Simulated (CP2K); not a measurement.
**One shape, several levels: CHF2NSi (SMILES FC1=N[SiH]1F)**

Aim: a comparison of 3 runs (PM3, GFN2-xTB, GFN0-xTB) of CHF2NSi. 

The results are computed with CP2K 2026.2.

3 further runs of the same task are left out: 3 set aside as unsound or not needed.

### 1 The system as given

The species is CHF2NSi (6 atoms), meant as a singlet with charge 0. SMILES: `FC1=N[SiH]1F`. The shape is that of a GFN2-xTB optimisation.

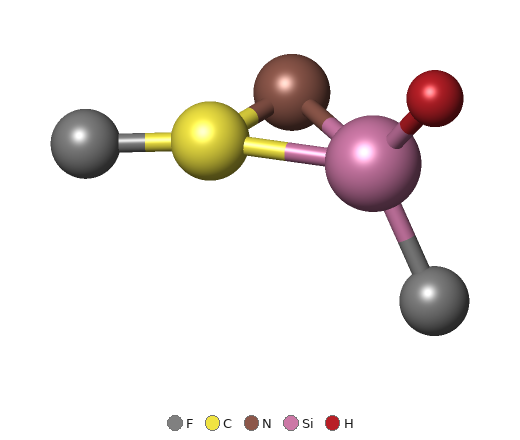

The structure, seen from a chosen angle (fluorine grey, carbon yellow, nitrogen brown, silicon pink, hydrogen red).

### 2 The energy at PM3 (run 1)

Input file molecule.pdb:

```
HETATM    1 F    MOL A   1       1.490  -1.628   0.785  1.00  0.00           F
HETATM    2 C    MOL A   1       0.545  -0.816   0.364  1.00  0.00           C
HETATM    3 N    MOL A   1      -0.662  -1.105  -0.003  1.00  0.00           N
HETATM    4 Si   MOL A   1      -0.384   0.656  -0.171  1.00  0.00          SI
HETATM    5 F    MOL A   1      -0.076   1.212  -1.641  1.00  0.00           F
HETATM    6 H    MOL A   1      -0.913   1.682   0.665  1.00  0.00           H
END
```

Input file run.inp:

```
&GLOBAL
 PROJECT run
 RUN_TYPE ENERGY
 PRINT_LEVEL MEDIUM
&END

&FORCE_EVAL
 METHOD QUICKSTEP
 &DFT
  CHARGE 0
  MULTIPLICITY 1
  &QS
   METHOD PM3
   EPS_DEFAULT 1.0E-08
   &SE
    &COULOMB
     CUTOFF [angstrom] 50
     RC_RANGE [angstrom] 0
    &END
    &EXCHANGE
     CUTOFF [angstrom] 50
     RC_RANGE [angstrom] 0
    &END
   &END
  &END
  &POISSON
   PERIODIC NONE
   POISSON_SOLVER ANALYTIC
  &END
  &SCF
   SCF_GUESS ATOMIC
   EPS_SCF 1.0E-07
   MAX_SCF 100
   ADDED_MOS 8
   LEVEL_SHIFT 0.1
   &DIAGONALIZATION
    ALGORITHM STANDARD
   &END
   &MIXING
    METHOD DIRECT_P_MIXING
    ALPHA 0.4
   &END
  &END
  &PRINT
   &MOMENTS
    PERIODIC F
    REFERENCE COM
    MAX_MOMENT 1
   &END
   &MO ON
    ENERGIES T
    OCCUPATION_NUMBERS T
    NDIGITS 6
    &EACH
     QS_SCF 0
    &END
    ADD_LAST NUMERIC
   &END
   &HIRSHFELD OFF
   &END
  &END
 &END
 &SUBSYS
  &CELL
   ABC [angstrom] 12.4 13.3 12.4
   PERIODIC NONE
  &END
  &TOPOLOGY
   COORD_FILE_NAME molecule.pdb
   COORD_FILE_FORMAT PDB
   CONN_FILE_FORMAT OFF
   &CENTER_COORDINATES
   &END
  &END
 &END
&END
```

Run with:

```
$ OMP_NUM_THREADS=1 cp2k.psmp run.inp > run.out
```

What it wrote:

```text
CP2K| version string:                                       CP2K version 2026.2
[...]
 GLOBAL| Method name                                                        CP2K
[...]
 GLOBAL| Run type                                                         ENERGY
[...]
 *** WARNING in qs_environment.F:2210 :: More added MOs requested than     ***
 *** available. The full set of unoccupied MOs will be used. Use           ***
 *** 'ADDED_MOS -1' to always use all available MOs and to get rid of this ***
[...]
                             - Atoms:                                          6
[...]
                             - Spherical basis functions:                     21
[...]
 Number of electrons:                                                         28
[...]
     1 P_Mix/Diag. 0.40E+00    0.0     0.73914978       -41.5015192274 -4.15E+01
[...]
    24 DIIS/Diag.  0.60E-07    0.0     0.00000010       -45.9071202218  1.42E-14
  *** SCF run converged in    24 steps ***
  Core-core repulsion energy [eV]:                           1623.05146843050625
  Core Hamiltonian energy [eV]:                             -2118.49851531015656
  Two-electron integral energy [eV]:                        -1507.49844645204007
  Electronic energy [eV]:                                   -2872.24773853617671
  Total energy [eV]:                                        -1249.19627010567046
  Atomic reference energy [eV]:                              1245.64808707169595
  Heat of formation [kcal/mol]:                               -81.82305105412583
[...]
 SE_DIPOLE| Moment [Debye]          0.16772119      -3.24365890      -0.62416537
 SE_DIPOLE| Derivative [a.u.]       0.00000000       0.00000000       0.00000000
 ENERGY| Total FORCE_EVAL ( QS ) energy [hartree]            -45.907120221843833
[...]
```

Run time: 0.97 s. Hardware: 1 thread of Intel Xeon 6975P-C (Granite Rapids), shared host; peak memory 0.19 GiB.

### 3 Energy and forces at GFN2-xTB (run 2)

Input file mol.inp:

```
&GLOBAL
   PROJECT mol
   RUN_TYPE ENERGY_FORCE
   PRINT_LEVEL MEDIUM
&END GLOBAL

&FORCE_EVAL
   METHOD QUICKSTEP
   &DFT
      CHARGE 0
      MULTIPLICITY 1
      &QS
         METHOD XTB
         EPS_DEFAULT 1.0E-10
         &XTB
            GFN_TYPE TBLITE
            &TBLITE
               METHOD GFN2
            &END TBLITE
            CHECK_ATOMIC_CHARGES F
         &END XTB
      &END QS
      &POISSON
         PERIODIC NONE
         POISSON_SOLVER ANALYTIC
      &END POISSON
      &SCF
         SCF_GUESS RANDOM
         EPS_SCF 1.0E-06
         MAX_SCF 69
         ADDED_MOS 2
         LEVEL_SHIFT 0.3
         &DIAGONALIZATION
            ALGORITHM STANDARD
         &END DIAGONALIZATION
         &MIXING
            METHOD DIRECT_P_MIXING
            ALPHA 0.4
         &END MIXING
      &END SCF
      &PRINT
         &MOMENTS
            PERIODIC F
            REFERENCE COM
            MAX_MOMENT 1
         &END MOMENTS
         &MO ON
            ENERGIES T
            OCCUPATION_NUMBERS T
            NDIGITS 6
            &EACH
               QS_SCF 0
            &END EACH
            ADD_LAST NUMERIC
         &END MO
         &HIRSHFELD OFF
         &END HIRSHFELD
      &END PRINT
   &END DFT
   &SUBSYS
      &CELL
         ABC [angstrom] 12.4 13.3 12.4
         PERIODIC NONE
      &END CELL
      &COORD
         SCALED T
         F    0.59689435   0.37555977   0.59783427
         C    0.52072903   0.43661692   0.56381411
         N    0.42335484   0.41493421   0.53427298
         Si   0.44581371   0.54733872   0.52073750
         F    0.47057903   0.58910714   0.40216573
         H    0.40310565   0.62444023   0.58814798
      &END COORD
   &END SUBSYS
   &PRINT
      &FORCES ON
      &END FORCES
   &END PRINT
&END FORCE_EVAL
```

Run with:

```
$ OMP_NUM_THREADS=1 cp2k.psmp -i mol.inp -o mol.out
```

What it wrote:

```text
CP2K| version string:                                       CP2K version 2026.2
[...]
 GLOBAL| Method name                                                        CP2K
[...]
 GLOBAL| Run type                                                   ENERGY_FORCE
[...]
                             - Atoms:                                          6
[...]
                             - Spherical basis functions:                     26
[...]
 Number of electrons:                                                         28
[...]
  *** SCF run converged in    58 steps ***
[...]
  Fermi energy:                                                -0.31460380747646
[...]
 TB_DIPOLE| Moment [Debye]         -0.56167299       2.48836076       1.07278885
 TB_DIPOLE| Derivative [a.u.]       0.00000000       0.00000000       0.00000000
[...]
 ENERGY| Total FORCE_EVAL ( QS ) energy [hartree]            -16.733526468674842
 FORCES| Atomic forces [hartree/bohr]
 FORCES|   Atom     x               y               z               |f|
 FORCES|      1 -6.89220816E-05  4.42043109E-05 -4.52454157E-05   9.35490357E-05
 FORCES|      2  1.37523925E-04  8.99222200E-05  4.63142208E-05   1.70715678E-04
 FORCES|      3 -1.31778719E-04 -2.12862090E-04 -3.48137621E-05   2.52760555E-04
 FORCES|      4  3.65480585E-05  4.44460663E-05  4.71282524E-05   7.43793357E-05
 FORCES|      5  2.89274488E-05 -8.11600408E-06 -4.07307858E-05   5.06128811E-05
 FORCES|      6 -2.29863091E-06  4.24054969E-05  2.73474904E-05   5.05113364E-05
 FORCES| Sum     3.24424630E-16 -3.72830022E-17  3.12385751E-17
 FORCES| Total atomic force                                       3.28050623E-16
[...]
```

Wall time 1.2 s (1 thread of Intel Xeon 6975P-C (Granite Rapids), shared host); peak memory 0.19 GiB.

### 4 Energy and forces at GFN0-xTB (run 3)

Input file job.inp:

```
&GLOBAL
  PROJECT_NAME job
  RUN_TYPE ENERGY_FORCE
  PRINT_LEVEL MEDIUM
&END GLOBAL

&FORCE_EVAL
  METHOD QUICKSTEP
  &DFT
    &QS
      METHOD XTB
      EPS_DEFAULT 1.0E-10
      &XTB
        GFN_TYPE 0
        CHECK_ATOMIC_CHARGES F
      &END XTB
    &END QS
    # isolated system
    &POISSON
      PERIODIC NONE
      POISSON_SOLVER ANALYTIC
    &END POISSON
    # SCF settings
    &SCF
      SCF_GUESS ATOMIC
      EPS_SCF 1.0E-07
      MAX_SCF 150
      ADDED_MOS 4
      &DIAGONALIZATION
        ALGORITHM STANDARD
      &END DIAGONALIZATION
      &MIXING
        METHOD DIRECT_P_MIXING
        ALPHA 0.4
      &END MIXING
      &SMEAR ON
        METHOD FERMI_DIRAC
        ELECTRONIC_TEMPERATURE [K] 300
      &END SMEAR
    &END SCF
    &PRINT
      &MOMENTS
        PERIODIC F
        REFERENCE COM
        MAX_MOMENT 1
      &END MOMENTS
      &MO ON
        ENERGIES T
        OCCUPATION_NUMBERS T
        NDIGITS 6
        &EACH
          QS_SCF 0
        &END EACH
        ADD_LAST NUMERIC
      &END MO
      &HIRSHFELD OFF
      &END HIRSHFELD
    &END PRINT
  &END DFT
  &SUBSYS
    &CELL
      ABC 10.4 11.3 10.4
      PERIODIC NONE
    &END CELL
    &COORD
      UNIT bohr
      F      2.8153896    -3.0773245     1.4841909
      C      1.0306377    -1.5427535     0.6870099
      N     -1.2510932    -2.0877127    -0.0052156
      Si    -0.7248234     1.2400572    -0.3223873
      F     -0.1445074     2.2898378    -3.1008327
      H     -1.7255845     3.1778768     1.2572159
    &END COORD
    &TOPOLOGY
      &CENTER_COORDINATES
      &END CENTER_COORDINATES
    &END TOPOLOGY
  &END SUBSYS
  &PRINT
    &FORCES ON
    &END FORCES
  &END PRINT
&END FORCE_EVAL
```

Run with:

```
$ OMP_NUM_THREADS=1 cp2k.psmp -i job.inp > job.out 2>&1
```

What it wrote:

```text
CP2K| version string:                                       CP2K version 2026.2
[...]
 GLOBAL| Method name                                                        CP2K
[...]
 GLOBAL| Run type                                                   ENERGY_FORCE
[...]
                             - Atoms:                                          6
[...]
                             - Spherical basis functions:                     27
[...]
 Number of electrons:                                                         28
[...]
  Fermi energy:                                                -0.32291541763201
[...]
 TB_DIPOLE| Moment [Debye]          2.12880801       4.82628858       1.24822510
 TB_DIPOLE| Derivative [a.u.]       0.00000000       0.00000000       0.00000000
[...]
 ENERGY| Total FORCE_EVAL ( QS ) energy [hartree]            -15.090702467489212
 FORCES| Atomic forces [hartree/bohr]
 FORCES|   Atom     x               y               z               |f|
 FORCES|      1 -2.24933581E-02  7.18840060E-03 -8.49072322E-03   2.50941555E-02
 FORCES|      2  4.01140089E-02  1.60767598E-02  1.19782063E-02   4.48449924E-02
 FORCES|      3 -2.69650406E-02 -2.14812505E-02 -5.09626621E-03   3.48501000E-02
 FORCES|      4  1.03082105E-02  4.60102770E-03  1.29545125E-02   1.71827837E-02
 FORCES|      5  1.85331787E-04  1.15019749E-03 -1.01401830E-02   1.02068905E-02
 FORCES|      6 -1.14915256E-03 -7.53513503E-03 -1.20554636E-03   7.71700418E-03
 FORCES| Sum     1.23165367E-16  4.07660017E-17 -3.94649591E-17
 FORCES| Total atomic force                                       1.35606259E-16
[...]
```

It took 0.89 s on 1 thread of Intel Xeon 6975P-C (Granite Rapids), shared host; peak memory 0.18 GiB.

### 5 The series

```
run     level      task  SCF convergence threshold  energy (Eh)  dipole moment (D)  HOMO energy (eV)  LUMO energy (eV)  wall time
  1       PM3    energy                      1e-07   -45.907120               3.31             -9.18             -0.85     0.97 s
  2  GFN2-xTB  gradient                      1e-06   -16.733526               2.77            -10.26             -7.66      1.2 s
  3  GFN0-xTB  gradient                      1e-07   -15.090702               5.42            -10.33             -7.89     0.89 s
```

### 6 Results

| quantity | value |
| --- | --- |
| run 3: total energy | -15.09070 Eh |
| run 3: dipole moment (from atomic charges alone) | 5.42 D |
| run 3: HOMO energy | -10.33 eV |
| run 3: LUMO energy | -7.89 eV |
| run 3: HOMO–LUMO gap | 2.44 eV |
| run 3: dispersion energy | -3.71 kJ/mol |
| run 3: largest force on an atom | 2.306 eV/Å |

In words: The dipole moment (its size) runs from 2.77 D (GFN2-xTB) to 5.42 D (GFN0-xTB). Some of these are taken from atomic charges alone. The HOMO–LUMO gap runs from 2.44 eV (GFN0-xTB) to 8.33 eV (PM3). Force-field and semi-empirical energies have zeros of their own, so their totals don't compare. All runs together took 3 s, the longest 1.2 s.
